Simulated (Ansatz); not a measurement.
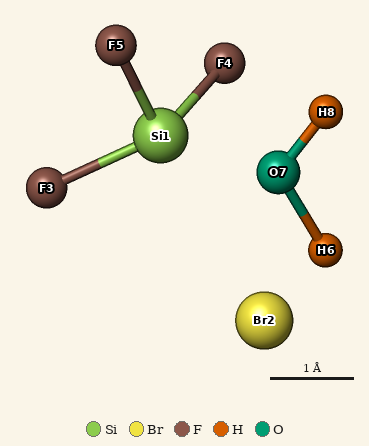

The structure as given in the input (ball-and-stick view, seen at a tilt; atoms are numbered from 1 in the order of the input).

## Run report: SiH2BrOF3, geometry relaxation (part 1 of 2)

- system: SiH2BrOF3
- method: RKS B3LYP-D4/def2-SVP (Ansatz 0.2.0)

The input holds or restrains some coordinates. Forces given for the steps count only the free coordinates. It belongs to a series of runs on one base structure; here: pulled along the bonds that form and break, towards end A. Figures and captions count atoms from 1; the log counts them from 0 in places.

Input file:
```yaml
crystal:
  periodic: [false, false, false]
  atoms:
    - { symbol: Si, position_ang: [-0.5089, -0.3284, -0.5526] }
    - { symbol: Br, position_ang: [2.0987, -0.9625, -0.2666] }
    - { symbol: F, position_ang: [-0.7887, -1.8016, -1.0463] }
    - { symbol: F, position_ang: [-0.1583, 0.7507, -1.6491] }
    - { symbol: F, position_ang: [-1.9811, 0.078, -0.1257] }
    - { symbol: H, position_ang: [1.3426, 0.2731, 1.0983] }
    - { symbol: O, position_ang: [0.1056, 0.53, 1.2211] }
    - { symbol: H, position_ang: [-0.1099, 1.4606, 1.3208] }
basis:
  gaussian: { orbitals: def2-SVP }
hamiltonian:
  xc: b3lyp
  dispersion: d4
relax:
  f_tol: 0.15
  max_steps: 25
  restrain:
    - { distance: [0, 6], at: 3.07, k: 30.0 }
    - { distance: [5, 1], at: 2.81, k: 30.0 }
    - { distance: [0, 1], at: 2.31, k: 30.0 }
    - { distance: [5, 6], at: 0.97, k: 30.0 }
output:
  orbitals: {}
```

Machine: 2 threads of INTEL XEON PLATINUM @ 2.30GHz (Emerald Rapids), 24 GiB of memory available, shared host.

Launched with:
```bash
ansatz run input.yaml --threads 2 --pin off --max-ram 3072MiB --backend cpu --events-out ev --progress --plain --runs-dir out
```

What the program printed:
```
The last accepted step is kept in [file] (removed where the run ends without a failure and the disk answers)
Engine: ansatz 0.2.0, x86_64-unknown-linux-gnu
Functional definition: B3LYP
  parameter a0 = 0.2
  parameter ax = 0.72
  parameter ac = 0.81
  exchange = (1 - a0 - ax)*slater_x + ax*b88_x + a0*exact_x
  correlation = (1 - ac)*vwn_rpa_c + ac*lyp_c
1163 factors; integrals over basis functions are off by at most 3.3e-4 eV
mean field evaluation 1: about -88134.0553 eV, gradient 6.5e1 eV
mean field evaluation 2: about -88122.2633 eV, gradient 1.1e2 eV
mean field evaluation 4: about -88140.8629 eV, gradient 3.9e0 eV
mean field evaluation 8: about -88140.8982 eV, gradient 5.4e-2 eV
mean field evaluation 16: about -88140.8982 eV, gradient 3.3e-5 eV
mean field -88140.89819552 eV, -3239.1182646388 hartree, gradient 3.3e-5 eV, S^2 0.000000; 0 other end points of the search recorded, 0 dependent functions left out
the calculation of the forces begins
reference -88140.89841837 eV, -3239.1182728285 hartree; 43, 43 occupied and 73, 73 virtual orbitals, 1163 factors
relax step   1: F+E_penalty+E_count = -88141.21992295 eV  Δ(F+E_penalty+E_count) = +0.000e0 eV  max|allowed force component| = 2.904e0 eV/Å  E_restraint = 28.86757190 eV  max|allowed force component, restraints' pulls added| = 2.340e1 eV/Å  Δτ_max = 0.0000 Å  (26 SCF iters, accepted)
  distance Si 0 - O 6 = 2.0641 Å
  distance H 5 - Br 1 = 1.9903 Å
  distance Si 0 - Br 1 = 2.6988 Å
  distance H 5 - O 6 = 1.2693 Å
these checks for a lower state are left out or cut short: starts, cluster_reference, orbital_swaps, neighbouring_geometries, increment
1163 factors; integrals over basis functions are off by at most 4.2e-4 eV
mean field -88141.03368923 eV, -3239.1232439407 hartree, gradient 5.4e-5 eV, S^2 0.000000; 0 other end points of the search recorded, 0 dependent functions left out
[... from here on the field's lines of each further geometry are left out, up to the last ...]
relax step   2: F+E_penalty+E_count = -88141.36665573 eV  Δ(F+E_penalty+E_count) = -1.467e-1 eV  max|allowed force component| = 3.051e0 eV/Å  E_restraint = 13.25546343 eV  max|allowed force component, restraints' pulls added| = 1.673e1 eV/Å  Δτ_max = 0.1948 Å  (31 SCF iters, accepted)
relax step   3: F+E_penalty+E_count = -88141.32800890 eV  Δ(F+E_penalty+E_count) = +3.865e-2 eV  max|allowed force component| = 3.211e0 eV/Å  E_restraint = 3.87909340 eV  max|allowed force component, restraints' pulls added| = 1.050e1 eV/Å  Δτ_max = 0.1965 Å  (30 SCF iters, accepted)
relax step   4: F+E_penalty+E_count = -88141.51559143 eV  Δ(F+E_penalty+E_count) = -1.876e-1 eV  max|allowed force component| = 2.726e0 eV/Å  E_restraint = 0.25474333 eV  max|allowed force component, restraints' pulls added| = 3.180e0 eV/Å  Δτ_max = 0.1985 Å  (30 SCF iters, accepted)
relax step   5: F+E_penalty+E_count = -88141.95924889 eV  Δ(F+E_penalty+E_count) = -4.437e-1 eV  max|allowed force component| = 1.939e0 eV/Å  E_restraint = 0.00850125 eV  max|allowed force component, restraints' pulls added| = 1.473e0 eV/Å  Δτ_max = 0.1993 Å  (28 SCF iters, accepted)
relax step   6: F+E_penalty+E_count = -88142.20872985 eV  Δ(F+E_penalty+E_count) = -2.495e-1 eV  max|allowed force component| = 1.516e0 eV/Å  E_restraint = 0.01099121 eV  max|allowed force component, restraints' pulls added| = 1.242e0 eV/Å  Δτ_max = 0.2000 Å  (28 SCF iters, accepted)
relax step   7: F+E_penalty+E_count = -88142.40901821 eV  Δ(F+E_penalty+E_count) = -2.003e-1 eV  max|allowed force component| = 1.199e0 eV/Å  E_restraint = 0.01758772 eV  max|allowed force component, restraints' pulls added| = 1.153e0 eV/Å  Δτ_max = 0.1946 Å  (28 SCF iters, accepted)
relax step   8: F+E_penalty+E_count = -88142.54841939 eV  Δ(F+E_penalty+E_count) = -1.394e-1 eV  max|allowed force component| = 1.034e0 eV/Å  E_restraint = 0.02012797 eV  max|allowed force component, restraints' pulls added| = 6.522e-1 eV/Å  Δτ_max = 0.1991 Å  (28 SCF iters, accepted)
relax step   9: F+E_penalty+E_count = -88142.64009964 eV  Δ(F+E_penalty+E_count) = -9.168e-2 eV  max|allowed force component| = 9.900e-1 eV/Å  E_restraint = 0.02225277 eV  max|allowed force component, restraints' pulls added| = 3.697e-1 eV/Å  Δτ_max = 0.1983 Å  (28 SCF iters, accepted)
relax step  10: F+E_penalty+E_count = -88142.67966816 eV  Δ(F+E_penalty+E_count) = -3.957e-2 eV  max|allowed force component| = 9.757e-1 eV/Å  E_restraint = 0.02322305 eV  max|allowed force component, restraints' pulls added| = 3.550e-1 eV/Å  Δτ_max = 0.2000 Å  (28 SCF iters, accepted)
relax step  11: F+E_penalty+E_count = -88142.67168185 eV  Δ(F+E_penalty+E_count) = +7.986e-3 eV  max|allowed force component| = 1.208e0 eV/Å  E_restraint = 0.02127453 eV  max|allowed force component, restraints' pulls added| = 1.208e0 eV/Å  Δτ_max = 0.1954 Å  (27 SCF iters, rejected (line search))
relax step  12: F+E_penalty+E_count = -88142.69344383 eV  Δ(F+E_penalty+E_count) = -1.378e-2 eV  max|allowed force component| = 9.834e-1 eV/Å  E_restraint = 0.02217593 eV  max|allowed force component, restraints' pulls added| = 3.647e-1 eV/Å  Δτ_max = 0.0944 Å  (25 SCF iters, accepted)
relax step  13: F+E_penalty+E_count = -88142.70190554 eV  Δ(F+E_penalty+E_count) = -8.462e-3 eV  max|allowed force component| = 1.003e0 eV/Å  E_restraint = 0.02162157 eV  max|allowed force component, restraints' pulls added| = 1.367e-1 eV/Å  Δτ_max = 0.1000 Å  (25 SCF iters, accepted)
relax step  14: F+E_penalty+E_count = -88142.70043586 eV  Δ(F+E_penalty+E_count) = +1.470e-3 eV  max|allowed force component| = 1.024e0 eV/Å  E_restraint = 0.02121874 eV  max|allowed force component, restraints' pulls added| = 6.077e-1 eV/Å  Δτ_max = 0.1487 Å  (27 SCF iters, rejected (line search))
relax step  15: F+E_penalty+E_count = -88142.70555308 eV  Δ(F+E_penalty+E_count) = -3.648e-3 eV  max|allowed force component| = 1.024e0 eV/Å  E_restraint = 0.02129556 eV  max|allowed force component, restraints' pulls added| = 1.919e-1 eV/Å  Δτ_max = 0.0740 Å  (24 SCF iters, accepted)
relax step  16: F+E_penalty+E_count = -88142.70837032 eV  Δ(F+E_penalty+E_count) = -2.817e-3 eV  max|allowed force component| = 9.945e-1 eV/Å  E_restraint = 0.02144436 eV  max|allowed force component, restraints' pulls added| = 2.075e-1 eV/Å  Δτ_max = 0.0737 Å  (24 SCF iters, accepted)
relax step  17: F+E_penalty+E_count = -88142.70899941 eV  Δ(F+E_penalty+E_count) = -6.291e-4 eV  max|allowed force component| = 9.963e-1 eV/Å  E_restraint = 0.02152508 eV  max|allowed force component, restraints' pulls added| = 2.230e-1 eV/Å  Δτ_max = 0.0878 Å  (24 SCF iters, accepted)
the calculation of the forces begins
reference -88142.38626409 eV, -3239.1729501501 hartree; 43, 43 occupied and 73, 73 virtual orbitals, 1164 factors
relax step  18: F+E_penalty+E_count = -88142.71063369 eV  Δ(F+E_penalty+E_count) = -1.634e-3 eV  max|allowed force component| = 1.027e0 eV/Å  E_restraint = 0.02125229 eV  max|allowed force component, restraints' pulls added| = 9.134e-3 eV/Å  Δτ_max = 0.0339 Å  (25 SCF iters, accepted)
  distance Si 0 - O 6 = 3.0647 Å
  distance H 5 - Br 1 = 2.8120 Å
  distance Si 0 - Br 1 = 2.2728 Å
  distance H 5 - O 6 = 0.9689 Å
1164 factors; integrals over basis functions are off by at most 5.3e-4 eV
mean field evaluation 128: about -88142.3742 eV, gradient 5.1e-1 eV
```

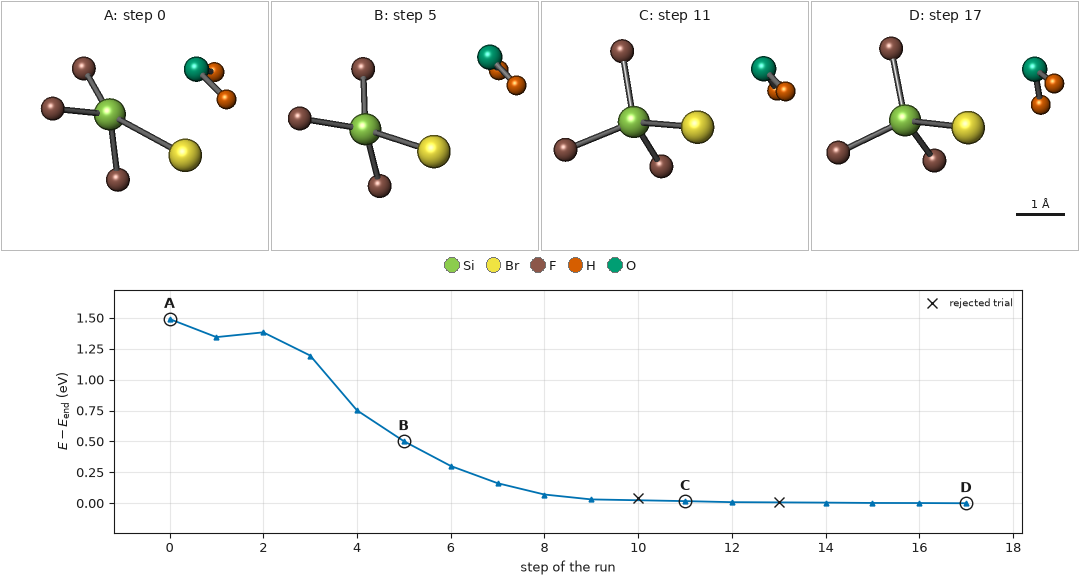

Frames of the restrained relaxation (ball-and-stick view, seen at a tilt) above the curves, on which the letters mark them (the first geometry is step 0 here and step 1 in the log).

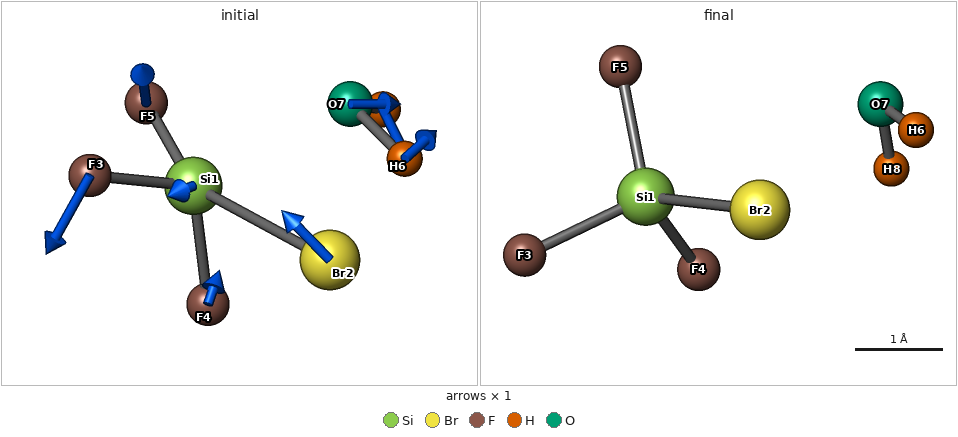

Before (left) and after (right) the restrained relaxation, at one scale (ball-and-stick view, seen at a tilt). The blue arrows give the displacements, at true length. The largest move after the best rigid fit is that of F3, 1.11 Å. Largest moves by element: F 1.11 Å, Br 0.82 Å, H 0.77 Å, O 0.71 Å, Si 0.45 Å. Among the contacts that change: Si1–Br2 2.699 → 2.273 Å, H6–O7 1.269 → 0.969 Å, Si1–F3 1.579 → 1.599 Å, O7–H8 0.960 → 0.968 Å. New bonds form: H6–O7 (1.27 → 0.97 Å). Among the angles that change: Br2–Si1–F5 158.2° → 112.6°, Br2–Si1–F4 91.1° → 110.9°, Br2–Si1–F3 89.1° → 107.2°. Over 17 geometry steps the energy falls by 1.491 eV. Largest force component: 2.9 eV/Å at the start, 1 eV/Å at the end. The line search rejected the trial steps at points 10, 13 (counted from 0) and went back. (Atoms are counted from 1 in the order of the input.)

```
mean field -88142.38603647 eV, -3239.1729417852 hartree, gradient 5.8e-5 eV, S^2 0.000000; 1 other end points of the search recorded, 0 dependent functions left out
the calculation of the forces begins
reference -88142.38626409 eV, -3239.1729501501 hartree; 43, 43 occupied and 73, 73 virtual orbitals, 1164 factors
Total energy: -88142.71086131 eV, -3239.1848788777 hartree
Atom 0 at    -0.463019    -0.693837    -0.820882 Å, force     1.027268    -0.277293     0.478765 eV/Å
Atom 1 at     1.552084    -1.468553    -0.110392 Å, force    -0.982037     0.334705    -0.388465 eV/Å
Atom 2 at    -0.838652    -1.504112    -2.147755 Å, force     0.001691     0.002250     0.001041 eV/Å
Atom 3 at    -0.368340     0.848987    -1.234130 Å, force     0.000713    -0.007126    -0.004962 eV/Å
Atom 4 at    -1.622994    -0.949128     0.237276 Å, force    -0.000287    -0.004268     0.001475 eV/Å
Atom 5 at     1.147652     0.751485     1.567413 Å, force    -0.046594     0.054005     0.038529 eV/Å
Atom 6 at     0.252504     1.121437     1.542434 Å, force    -0.000823    -0.105027    -0.127156 eV/Å
Atom 7 at     0.340766     1.893620     0.965937 Å, force     0.000069     0.002754     0.000772 eV/Å
Dipole moment:     0.381195     0.179637    -0.041300 e Å
```

Trajectory as extended XYZ (Å, eV, eV/Å), 18 frames, from step=1 to step=18:
```
8
Properties=species:S:1:pos:R:3:forces:R:3 step=1 energy=-88141.21992
Si   -0.5089   -0.3284   -0.5526    1.9433   0.8556   2.0090
Br    2.0987   -0.9625   -0.2666   -1.0829   0.5600   0.4545
F    -0.7887   -1.8016   -1.0463    0.1237  -0.8580  -0.2284
F    -0.1583    0.7507   -1.6491    0.3088   0.5020  -0.6938
F    -1.9811    0.0780   -0.1257   -1.0026   0.2738   0.4690
H     1.3426    0.2731    1.0983   -2.9035   0.2270  -0.3197
O     0.1056    0.5300    1.2211    2.7575  -2.2187  -1.6652
H    -0.1099    1.4606    1.3208   -0.1443   0.6583  -0.0255
8
Properties=species:S:1:pos:R:3:forces:R:3 step=2 energy=-88141.36666
Si   -0.4774   -0.3887   -0.6478    1.6207   1.2919   2.4863
Br    2.0436   -1.0439   -0.4012   -1.5423   0.5319   0.1819
F    -0.7930   -1.8432   -1.0752   -0.5232  -2.0267  -0.8265
F    -0.1506    0.7528   -1.6769    0.1785   0.7553  -0.8994
F    -1.9522    0.0656   -0.1311    0.6418  -0.0681   0.2158
H     1.2496    0.3910    1.2223   -3.0514   1.0271   0.3490
O     0.1901    0.5795    1.3827    2.2831  -2.3707  -1.5316
H    -0.1100    1.4867    1.3273    0.3929   0.8595   0.0246
8
Properties=species:S:1:pos:R:3:forces:R:3 step=3 energy=-88141.32801
Si   -0.4377   -0.4627   -0.7672    0.8377   2.6031   3.1707
Br    1.9576   -1.0941   -0.5107   -1.6204   0.5867   0.1490
F    -0.8109   -1.8983   -1.1084   -1.1440  -3.2114  -1.3040
F    -0.1482    0.7633   -1.7043    0.1055   0.7590  -1.0979
F    -1.9074    0.0540   -0.1334    2.0340  -0.5953  -0.3309
H     1.1800    0.4983    1.3432    1.2010   0.5478  -0.3683
O     0.2659    0.6341    1.5556   -2.1862  -0.6272  -0.2853
H    -0.0993    1.5052    1.3252    0.7725  -0.0628   0.0667
8
Properties=species:S:1:pos:R:3:forces:R:3 step=4 energy=-88141.51559
Si   -0.3945   -0.5229   -0.8637   -0.1103   1.9064   2.4344
Br    1.8436   -1.1186   -0.6010   -1.0200   0.4934   0.3198
F    -0.8576   -1.9702   -1.1669   -0.9470  -1.9017  -1.1192
F    -0.1513    0.7684   -1.7513    0.0176   0.2764  -0.9346
F    -1.8109    0.0298   -0.1351    2.1069  -0.7273  -0.3862
H     1.1739    0.5919    1.4548    1.8760   0.2120  -0.6890
O     0.2920    0.7053    1.7390   -2.7261   0.5400  -0.0920
H    -0.0951    1.5162    1.3241    0.8030  -0.7992   0.4667
```
